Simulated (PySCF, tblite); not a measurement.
# C4H7FOSi: dynamics, then NMR shifts on frames, part 2 of 2

tblite 0.8.0 and PySCF 2.14.0. Atoms count from 0.

## Step 5: Shielding tensors: 625 fs, PBE0/pcSseg-1

Job settings and geometry (Å):

```
{"job": {"kind": "nmr", "xc": "PBE0", "basis": "pcSseg-1", "pop": false}, "charge": 0, "multiplicity": 1}
C     -1.753100    -0.982700     0.222100
C     -0.345500    -0.988400    -0.138400
C      0.513900     0.015400     0.129600
Si     2.241100     0.013000    -0.616400
C      0.100900     1.141400     0.909100
O     -0.918100     1.398900     1.437700
F      1.232300     1.888000     1.205100
H     -2.128900    -0.000000     0.434800
H     -2.446600    -1.420200    -0.463000
H     -1.789000    -1.490800     1.205200
H      0.015500    -1.862900    -0.665400
H      2.322200     1.377000    -1.169600
H      3.204500    -0.332500     0.404600
H      2.155300    -0.891300    -1.770900
```

Level: GIAO PBE0/pcSseg-1 NMR shielding, non-relativistic, gas phase.

Standard output:

```text
coarse grid: 12480 points
cycle   1  E = -620.4439322593  dE =  9.994e-01  |g| = 8.713e-01  |ddm| = 3.399e+00
cycle   2  E = -620.1141335174  dE =  3.298e-01  |g| = 1.607e+00  |ddm| = 1.609e+00
cycle   3  E = -620.5727746008  dE = -4.586e-01  |g| = 2.644e-01  |ddm| = 1.170e+00
cycle   4  E = -620.5854661405  dE = -1.269e-02  |g| = 6.738e-02  |ddm| = 2.305e-01
cycle   5  E = -620.5860342247  dE = -5.681e-04  |g| = 2.359e-02  |ddm| = 4.854e-02
cycle   6  E = -620.5861540539  dE = -1.198e-04  |g| = 4.911e-03  |ddm| = 2.413e-02
cycle   7  E = -620.5861589318  dE = -4.878e-06  |g| = 1.404e-03  |ddm| = 5.294e-03
final grid: 117176 points
cycle   8  E = -620.6442302095  dE = -1.685e-05  |g| = 1.172e-02  |ddm| = 2.663e-02
cycle   9  E = -620.6441677454  dE =  6.246e-05  |g| = 2.153e-02  |ddm| = 2.252e-02
cycle  10  E = -620.6442568648  dE = -8.912e-05  |g| = 2.174e-03  |ddm| = 1.483e-02
cycle  11  E = -620.6442577480  dE = -8.832e-07  |g| = 3.700e-04  |ddm| = 1.775e-03
cycle  12  E = -620.6442577671  dE = -1.912e-08  |g| = 1.630e-04  |ddm| = 4.470e-04
cycle  13  E = -620.6442577725  dE = -5.383e-09  |g| = 3.734e-05  |ddm| = 1.432e-04
cycle  14  E = -620.6442577727  dE = -2.299e-10  |g| = 1.900e-05  |ddm| = 4.179e-05
converged SCF energy = -620.6442577727

GIAO shielding tensors (ppm)
atom      isotropic    diamagn.    paramagn.     s11        s22        s33       span
  0 C      166.717     250.101     -83.385    145.108    174.895    180.147     35.039
  1 C        2.830     256.237    -253.407   -133.704    -10.878    153.071    286.776
  2 C       60.966     263.788    -202.821    -36.143     64.659    154.383    190.526
  3 Si     419.529     881.112    -461.583    380.503    428.141    449.942     69.438
  4 C       23.279     250.710    -227.432    -84.627     44.676    109.787    194.414
  5 O      -93.244     403.945    -497.189   -300.222   -225.033    245.524    545.746
  6 F       96.943     478.543    -381.600    -99.013    116.195    273.647    372.660
  7 H       27.619      31.817      -4.198     21.775     28.637     32.445     10.670
  8 H       30.247      29.302       0.945     26.421     28.193     36.126      9.705
  9 H       29.471      28.344       1.127     25.635     27.102     35.675     10.040
 10 H       23.832      33.086      -9.254     20.224     22.182     29.089      8.865
 11 H       27.051      28.982      -1.931     23.614     26.456     31.082      7.468
 12 H       27.351      28.981      -1.630     24.248     25.404     32.401      8.153
 13 H       27.627      29.641      -2.015     24.241     26.725     31.914      7.672
```

Run time: 13 s. Hardware: 1 thread of Arm Neoverse V2, shared host; peak memory 0.76 GiB.

Key values: δ C1 184.1, C4 163.6, C2 126.0, C0 20.2, H10 7.89, H11 4.67 ppm.

## Step 6: Nuclear shieldings: 800 fs, PBE0/pcSseg-1

Job settings and geometry (Å):

```
{"job": {"kind": "nmr", "xc": "PBE0", "basis": "pcSseg-1", "pop": false}, "charge": 0, "multiplicity": 1}
C     -1.673500    -1.069800     0.300400
C     -0.245400    -0.939100    -0.105000
C      0.645700    -0.034800     0.250100
Si     2.394900     0.017400    -0.358800
C      0.225900     1.044600     1.095400
O     -0.893200     1.458400     1.306200
F      1.306800     1.782300     1.571000
H     -2.130400    -0.069100     0.429400
H     -2.158400    -1.677800    -0.483200
H     -1.774900    -1.628800     1.197100
H      0.060700    -1.727300    -0.785900
H      2.357600     1.233300    -1.176600
H      3.394200    -0.031300     0.695300
H      2.483800    -1.148900    -1.290900
```

With the program's defaults for keys left out, this is: GIAO PBE0/pcSseg-1 NMR shielding, non-relativistic, gas phase.

Standard output:

```text
coarse grid: 12480 points
cycle   1  E = -620.4353799057  dE =  9.226e-01  |g| = 8.943e-01  |ddm| = 3.390e+00
cycle   2  E = -619.9863482813  dE =  4.490e-01  |g| = 1.791e+00  |ddm| = 1.755e+00
cycle   3  E = -620.5715679436  dE = -5.852e-01  |g| = 2.947e-01  |ddm| = 1.326e+00
cycle   4  E = -620.5870667703  dE = -1.550e-02  |g| = 7.939e-02  |ddm| = 2.552e-01
cycle   5  E = -620.5878648774  dE = -7.981e-04  |g| = 2.665e-02  |ddm| = 5.550e-02
cycle   6  E = -620.5880166236  dE = -1.517e-04  |g| = 5.939e-03  |ddm| = 2.691e-02
cycle   7  E = -620.5880232914  dE = -6.668e-06  |g| = 1.647e-03  |ddm| = 5.360e-03
final grid: 117176 points
cycle   8  E = -620.6462561585  dE = -1.580e-05  |g| = 1.171e-02  |ddm| = 2.720e-02
cycle   9  E = -620.6461823066  dE =  7.385e-05  |g| = 2.302e-02  |ddm| = 2.302e-02
cycle  10  E = -620.6462819090  dE = -9.960e-05  |g| = 2.312e-03  |ddm| = 1.552e-02
cycle  11  E = -620.6462829285  dE = -1.019e-06  |g| = 3.652e-04  |ddm| = 1.892e-03
cycle  12  E = -620.6462829449  dE = -1.644e-08  |g| = 1.580e-04  |ddm| = 3.934e-04
cycle  13  E = -620.6462829495  dE = -4.533e-09  |g| = 1.842e-05  |ddm| = 1.129e-04
cycle  14  E = -620.6462829495  dE = -7.003e-11  |g| = 5.995e-06  |ddm| = 2.553e-05
converged SCF energy = -620.6462829495

GIAO shielding tensors (ppm)
atom      isotropic    diamagn.    paramagn.     s11        s22        s33       span
  0 C      164.346     249.154     -84.808    140.886    168.089    184.061     43.175
  1 C        7.923     256.683    -248.759   -118.857    -10.281    152.908    271.766
  2 C       64.445     263.873    -199.428    -25.536     64.670    154.201    179.736
  3 Si     417.675     881.239    -463.564    372.856    430.628    449.539     76.683
  4 C       13.007     251.528    -238.521   -101.038     39.104    100.955    201.993
  5 O     -128.177     404.239    -532.417   -355.250   -268.302    239.020    594.270
  6 F       99.000     477.767    -378.767   -116.722    135.401    278.320    395.042
  7 H       26.628      29.740      -3.112     20.626     27.805     31.453     10.827
  8 H       29.287      28.754       0.533     25.125     28.135     34.600      9.474
  9 H       30.362      29.510       0.852     26.709     28.364     36.014      9.305
 10 H       24.052      33.672      -9.621     21.031     21.536     29.588      8.557
 11 H       27.129      29.043      -1.914     24.046     25.676     31.665      7.619
 12 H       27.245      28.744      -1.499     23.834     25.842     32.060      8.226
 13 H       27.423      29.299      -1.875     24.213     26.553     31.504      7.292
```

Run time: 14 s. Hardware: 1 thread of Arm Neoverse V2, shared host; peak memory 0.76 GiB.

Key values: δ C1 179.0, C4 173.9, C2 122.5, C0 22.6, H10 7.67, H7 5.09 ppm.

## Step 7: Shielding tensors: 1000 fs, PBE0/pcSseg-1

Job settings and geometry (Å):

```
{"job": {"kind": "nmr", "xc": "PBE0", "basis": "pcSseg-1", "pop": false}, "charge": 0, "multiplicity": 1}
C     -1.678700    -1.098200     0.375300
C     -0.242400    -0.997500     0.020400
C      0.660500    -0.020400     0.225100
Si     2.523600    -0.212100     0.036700
C      0.134900     1.228400     0.861500
O     -0.964200     1.656500     0.835900
F      1.101700     1.797600     1.559300
H     -2.053000    -0.333900     1.044100
H     -2.304900    -1.019600    -0.530400
H     -1.799700    -2.128100     0.821000
H      0.137700    -1.928400    -0.345000
H      3.207600     0.844700    -0.642600
H      3.056500    -0.004200     1.420700
H      2.681700    -1.563900    -0.437200
```

Level: GIAO PBE0/pcSseg-1 NMR shielding, non-relativistic, gas phase.

Standard output:

```text
coarse grid: 12480 points
cycle   1  E = -620.4459806001  dE =  9.415e-01  |g| = 8.690e-01  |ddm| = 3.379e+00
cycle   2  E = -620.0933965351  dE =  3.526e-01  |g| = 1.640e+00  |ddm| = 1.564e+00
cycle   3  E = -620.5758714243  dE = -4.825e-01  |g| = 2.486e-01  |ddm| = 1.165e+00
cycle   4  E = -620.5867679634  dE = -1.090e-02  |g| = 6.742e-02  |ddm| = 2.068e-01
cycle   5  E = -620.5873884371  dE = -6.205e-04  |g| = 1.941e-02  |ddm| = 4.241e-02
cycle   6  E = -620.5874705277  dE = -8.209e-05  |g| = 5.307e-03  |ddm| = 1.929e-02
cycle   7  E = -620.5874767874  dE = -6.260e-06  |g| = 1.860e-03  |ddm| = 6.287e-03
final grid: 117176 points
cycle   8  E = -620.6457079405  dE = -1.241e-05  |g| = 1.193e-02  |ddm| = 2.358e-02
cycle   9  E = -620.6456444960  dE =  6.344e-05  |g| = 2.179e-02  |ddm| = 2.225e-02
cycle  10  E = -620.6457358718  dE = -9.138e-05  |g| = 1.989e-03  |ddm| = 1.440e-02
cycle  11  E = -620.6457366490  dE = -7.772e-07  |g| = 3.270e-04  |ddm| = 1.608e-03
cycle  12  E = -620.6457366665  dE = -1.758e-08  |g| = 1.503e-04  |ddm| = 3.798e-04
cycle  13  E = -620.6457366717  dE = -5.185e-09  |g| = 4.115e-05  |ddm| = 1.395e-04
cycle  14  E = -620.6457366720  dE = -3.075e-10  |g| = 1.328e-05  |ddm| = 3.626e-05
converged SCF energy = -620.6457366720

GIAO shielding tensors (ppm)
atom      isotropic    diamagn.    paramagn.     s11        s22        s33       span
  0 C      160.169     248.279     -88.111    139.686    158.398    182.422     42.736
  1 C       12.396     255.482    -243.086   -118.661      0.372    155.476    274.137
  2 C       54.455     263.034    -208.579    -37.591     55.747    145.208    182.799
  3 Si     421.282     880.614    -459.332    384.608    397.676    481.563     96.955
  4 C       22.165     252.391    -230.226    -87.481     53.637    100.338    187.818
  5 O      -89.884     404.643    -494.527   -336.057   -192.381    258.787    594.844
  6 F      136.758     476.830    -340.072    -67.336    215.709    261.902    329.239
  7 H       28.409      30.659      -2.250     23.964     29.467     31.796      7.831
  8 H       28.975      28.545       0.430     25.958     26.148     34.820      8.863
  9 H       28.813      27.217       1.596     24.629     27.287     34.524      9.895
 10 H       24.688      33.826      -9.139     21.504     22.557     30.001      8.497
 11 H       27.556      29.084      -1.527     24.510     25.657     32.502      7.992
 12 H       26.726      28.396      -1.669     23.605     25.797     30.777      7.172
 13 H       27.924      29.402      -1.478     24.455     26.818     32.499      8.044
```

Wall time 14 s (1 thread of Arm Neoverse V2, shared host); peak memory 0.76 GiB.

Key values: δ C1 174.5, C4 164.8, C2 132.5, C0 26.8, H10 7.03, H12 4.99 ppm.

## Step 8: Comparing the runs: NMR shifts

Shifts (ppm) of some atoms, chosen among heavy atoms and hydrogens apart, with basis size and wall time:

```tsv
frame	C1	C4	C2	H7	H9	O5	F6	functions	time
250 fs	177.6	159.7	124.5	3.47	1.51	424.5	58.8	161	13 s
425 fs	192.8	166.6	134.2	4.75	1.71	428.2	87.0	161	14 s
625 fs	184.1	163.6	126.0	4.10	2.25	429.3	74.0	161	13 s
800 fs	179.0	173.9	122.5	5.09	1.35	464.3	71.9	161	14 s
1000 fs	174.5	164.8	132.5	3.31	2.90	426.0	34.2	161	14 s
```

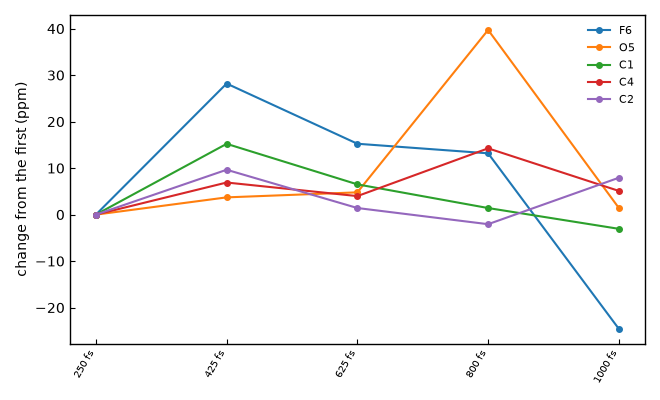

How five of the tabulated atoms move from run to run.

## Step 9: What came out

The summary covers parts 1 to 2.

| quantity | value |
| --- | --- |
| thermostat | 200 K |
| mean temperature, second half | 169 K |
| mean potential energy above the minimum | 0.27 eV |
| 13C shifts against TMS (PBE0/pcSseg-1, 250 fs) | 177.6, 159.7, 124.5, 22.5 ppm |
| 1H shifts against TMS (PBE0/pcSseg-1, 250 fs) | 7.82, 4.77, 4.54, 3.60, 3.47, 2.51, 1.51 ppm |
| 29Si shifts against TMS (PBE0/pcSseg-1, 250 fs) | -68.3 ppm |
| 17O shifts against H2O (PBE0/pcSseg-1, 250 fs) | 424.5 ppm |
| 19F shifts against CFCl3 (PBE0/pcSseg-1, 250 fs) | 58.8 ppm |
| range of the shift of F6 | 34.2 to 87.0 ppm |

In the second half the potential energy averages 0.27 eV above the minimum; equipartition over 36 harmonic modes at 200 K would give 0.31 eV. With 14 atoms the temperature swings widely (106 to 225 K). Shifts at one fixed geometry are not the observed spectrum, which averages over the motion. In the first frame run (250 fs): The widest tensor belongs to O5: span 555 ppm, with a paramagnetic part of -492 ppm. In ppm, F6 moves most: its shift spreads over 52.8 ppm, from 34.2 (1000 fs) to 87.0 (425 fs).
